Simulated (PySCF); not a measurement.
# CH₇Sb, SMILES `C.[SbH3]`: electronic structure

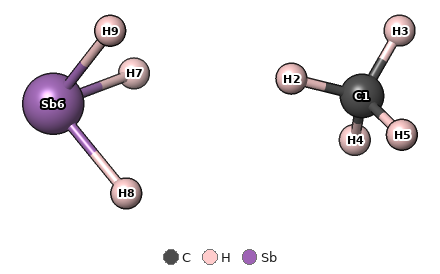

The molecule, with its atoms numbered as below. The pair's geometry is semi-empirical, so its contact may be too short or too long.

Geometry (Å), atoms numbered from 1:

```
C1      -3.5973    0.0001   -0.0001
H2      -2.6402    0.3971   -0.3179
H3      -4.1301    0.7515    0.5680
H4      -3.4340   -0.8723    0.6194
H5      -4.1803   -0.2781   -0.8683
Sb6      0.7209   -0.0035    0.0032
H7      -0.3505   -0.0488    1.3005
H8      -0.2915   -1.0610   -0.8288
H9      -0.1568    1.2875   -0.6348
```

### 1. Bonding charge

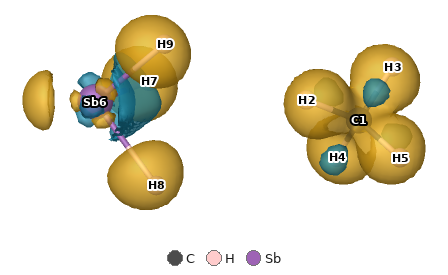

Deformation density (molecule less spherical, spin-averaged free atoms at the same positions), surfaces at ±0.08 e/Å³; yellow: gain, teal: loss.

Level of theory: B3LYP/def2-SVPD (PySCF), at a geometry from GFN2-xTB. Core potentials replace the inner electrons of Sb; spin–orbit coupling isn't included.

Q: How much density has each bond gained at its critical point, relative to the free atoms?

A: C1–H2: +0.67 e/Å³ at the bond critical point (bond length 1.08 Å). C1–H3: +0.67 e/Å³ at the bond critical point (bond length 1.08 Å). C1–H5: +0.67 e/Å³ at the bond critical point (bond length 1.08 Å). C1–H4: +0.67 e/Å³ at the bond critical point (bond length 1.08 Å). Sb6–H7: +0.16 e/Å³ at the bond critical point (bond length 1.68 Å). Sb6–H8: +0.16 e/Å³ at the bond critical point (bond length 1.68 Å). Sb6–H9: +0.16 e/Å³ at the bond critical point (bond length 1.69 Å). In all, 1.7 electrons gather in the regions of gain relative to the promolecule.

Q: Where do the Hirshfeld charges lie?

A: The highest Hirshfeld charge is on Sb6 (+0.23 e), the lowest on C1 (−0.15 e).

### 2. Bond critical points

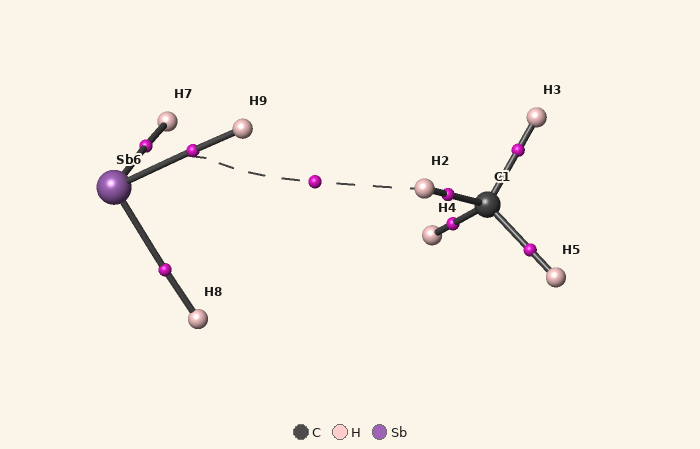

Molecular graph of the electron density (QTAIM): bond paths, bond critical points (magenta), ring points (cyan, if any); weak paths are dashed.

Q: How many critical points of each kind are there, and does the count close?

A: 9 nuclei, 8 bond, 0 ring and 0 cage critical points: 9 − 8 + 0 − 0 = 1, as the Poincaré–Hopf relation requires.

Q: Tabulate density, Laplacian, ellipticity and energy density at the bond critical points (atomic units).

A:
| bond | length (Å) | ρ (a.u.) | ∇²ρ (a.u.) | ε | H (a.u.) |
| --- | --- | --- | --- | --- | --- |
| C1–H3 | 1.082 | 0.278 | −1.03 | 0.00 | −0.303 |
| C1–H5 | 1.082 | 0.278 | −1.03 | 0.00 | −0.303 |
| C1–H4 | 1.082 | 0.278 | −1.03 | 0.00 | −0.303 |
| C1–H2 | 1.084 | 0.278 | −1.03 | 0.00 | −0.302 |
| Sb6–H7 | 1.683 | 0.119 | +0.11 | 0.02 | −0.057 |
| Sb6–H8 | 1.684 | 0.119 | +0.11 | 0.02 | −0.057 |
| Sb6–H9 | 1.686 | 0.118 | +0.11 | 0.03 | −0.056 |
| H2–Sb6 | 3.400 | 0.005 | +0.01 | 1.83 | +0.001 |

Q: What kind of interaction is C1–H4?

A: Shared-shell (covalent): ρ = 0.278, ∇²ρ = −1.03, H = −0.303 a.u.

Q: Are there bond paths between atoms that aren't covalently bonded?

A: Yes: H2–Sb6 (3.40 Å, ρ = 0.005).

### 3. Local ionisation energy

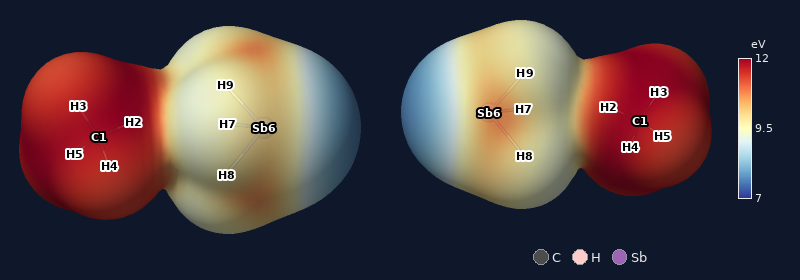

Average local ionisation energy on the surface of electron density 0.001 a.u. (back view left, front view right).

Q: Locate the minima of the map.

A: The lowest value is 7.7 eV, 2.5 Å from Sb6. Further minima include 9.2 eV, 1.5 Å from H8, and at like points elsewhere; 11.2 eV, 1.4 Å from H5, and at like points elsewhere. For comparison, the highest occupied orbital lies at −7.4 eV.

### 4. Binding density

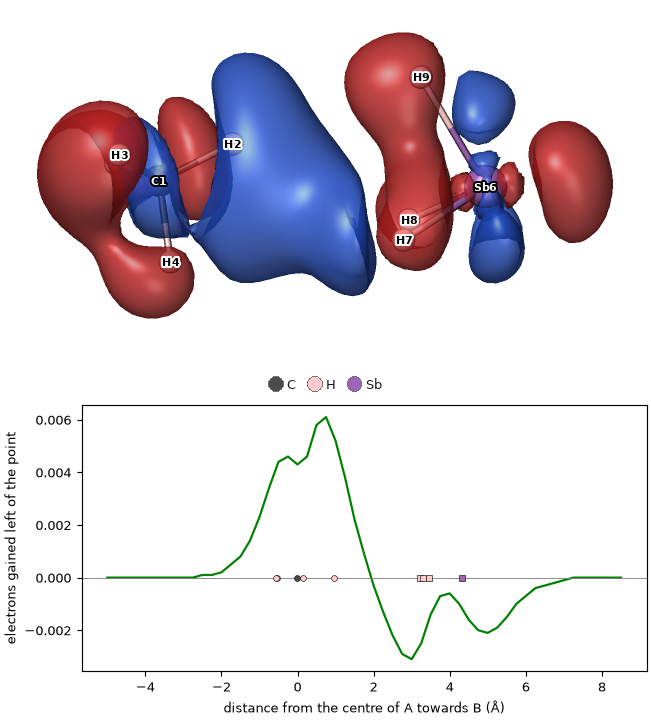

Density of the complex less the densities of the two fragments at the same geometry, ±0.0003 e/Å³ (red: gain, blue: loss). Fragment A: H4C (atoms 1–5); fragment B: SbH3. Below: the charge-displacement curve along the line of centres (A on the left).

Q: What is the interaction energy, and which contacts carry it?

A: The counterpoise-corrected interaction energy of the frozen fragments is +0.9 kcal/mol without dispersion correction and −0.5 kcal/mol with D3(BJ). The pair geometry is semi-empirical, not a minimum at this level. Contacts: H2···Sb6, 3.40 Å, ρ = 0.005 a.u., a bond path close to vanishing (ellipticity 1.8). The pose is a local one from a semi-empirical search, not shown to be the most stable.
